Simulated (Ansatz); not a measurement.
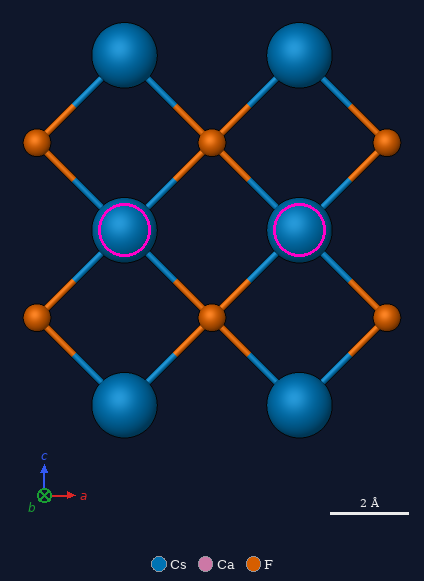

Perfect CsCaF3. Style: ball-and-stick. Shown: the atoms within 5.4 Å of one point, in a slice 4.2 Å thick across the line of sight, along the b axis.

Method: Ansatz 0.2.0, DFT, PBEsol, PAW, plane waves. (plane-wave cutoff 420 eV; k-point mesh 1 × 1 × 1; mesh shifted by (0.25, 0.25, 0.25); no spin polarisation) Fermi-Dirac smearing of 0.01 eV. The axes drawn are those of the host's conventional cell.

Two caesium atoms are replaced by germanium, the two sites 4.5 Å apart at the ringed places, in charge state 0. The supercell has 40 sites, and the atoms are relaxed at the host's cell.

### Predict the relaxed surroundings of the defect.

One site: in the host the Cs atom has 12 F at 3.18 Å; the Ge atom ends with 2 F at 2.03 to 2.14 Å. The other site: in the host the Cs atom has 12 F at 3.18 Å; the Ge atom ends with 3 F at 2.02 to 2.27 Å. Of the host's atoms, a fluorine atom moves furthest from its site, by 0.72 Å. The Ge atom itself moves 0.83 Å from where it was put. The Ge atom itself moves 1.70 Å from where it was put.

The relaxed defect, seen from the same direction:

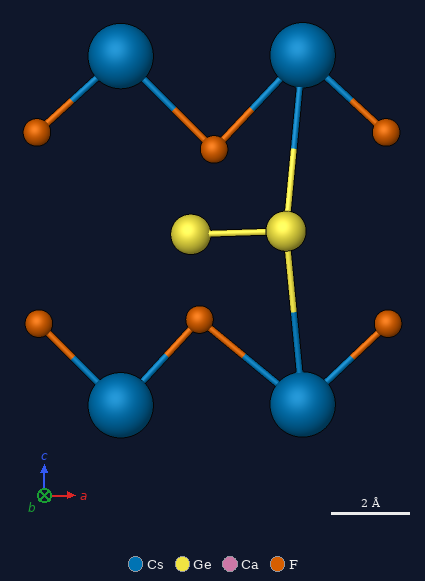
